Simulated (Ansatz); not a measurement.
## Converging shifted k-point meshes: TaCu₃Se₃S (R3m, 8 atoms in the cell)

```
CELL_PARAMETERS angstrom
      3.97379     2.29427     3.29581
     -3.97379     2.29427     3.29581
      0.00000    -4.58854     3.29581
ATOMIC_POSITIONS crystal
  Ta 0.00459 0.00459 0.00459
  Cu 0.49765 0.00630 0.00630
  Cu 0.00630 0.49765 0.00630
  Cu 0.00630 0.00630 0.49765
  Se 0.75035 0.75035 0.25581
  Se 0.25581 0.75035 0.75035
  Se 0.75035 0.25581 0.75035
  S  0.23372 0.23372 0.23372
```

Method of the run: PBEsol, default PAW files made with PBE (plane waves; Ansatz, a program for electronic structure).

Base settings: basis.ecutwfc = 420 eV; kpoints.mp_grid.grid = 5 5 5; hamiltonian.xc = pbesol; hamiltonian.pseudopotentials = {kind: paw} (the program's default PAW files); scf.occupations.method = fixed.

In this ladder: kpoints.mp_grid.shift = 0.5 0.5 0.5.

Shifted meshes do not hold Γ, so a gap read on them misses any band edge there.

Only quantities that move along the ladder and can be compared are tabulated.

The count of work is k-points × plane waves × bands × iterations; it is no time. Core times come from one kind of shared machine, to one figure; runs under 30 s give none.

The starting cell comes from a database of computed structures (which also holds hypothetical and non-ambient phases and stackings), without a prior relaxation at this level. Its lattice was rescaled by up to half a per cent. One atom was moved a little off its site on purpose. Spin-orbit coupling is off. In the base run, forces exceed 1 eV/Å. Ansatz's pressure includes its estimate of the finite-basis (Pulay) stress.

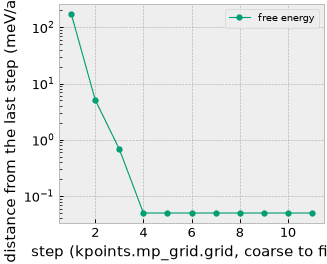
Fig. 1. Distance from the last step along the ladder; very small values are drawn at a floor.

```tsv
kpoints.mp_grid.grid	free energy less the last step's (meV/atom)	pressure (GPa)	largest difference of a force vector from the last step's (eV/Å)	gap on the mesh (eV)	count of work / last	core time / last (rough)
1 1 1	175.19	-1.40	0.660	2.399	0.0053	–
2 2 2	5.11	-2.48	0.073	2.471	0.0087	–
3 3 3	0.68	-2.49	0.002	1.848	0.026	–
4 4 4	0.01	-2.51	0.000	1.973	0.043	–
5 5 5	0.00	-2.51	0.000	1.696	0.082	–
6 6 6	0.00	-2.51	0.000	1.768	0.12	0.1
7 7 7	0.00	-2.51	0.000	1.647	0.19	0.2
8 8 8	0.00	-2.51	0.000	1.692	0.26	0.3
9 9 9	0.00	-2.51	0.000	1.626	0.37	0.4
10 10 10	0.00	-2.51	0.000	1.657	0.48	0.5
12 12 12	0.00	-2.51	0.000	1.637	0.79	0.8
13 13 13	0.00	-2.51	0.000	1.608	1.0	1
```

Coarsest kpoints.mp_grid.grid that holds the forces within 0.005 eV/Å of the last step, with all finer ones: 3 3 3, at 0.026 of the last step's count of work; the step before is off by 0.073 eV/Å.

Coarsest kpoints.mp_grid.grid that holds the free energy within 2 meV/atom of the last step, with all finer ones: 3 3 3, at 0.026 of the last step's count of work; the step before is off by 5.1 meV/atom.

The gap on the mesh jumps up and down from mesh to mesh; it is no smooth measure of convergence.

Keys are those of Ansatz 0.2.
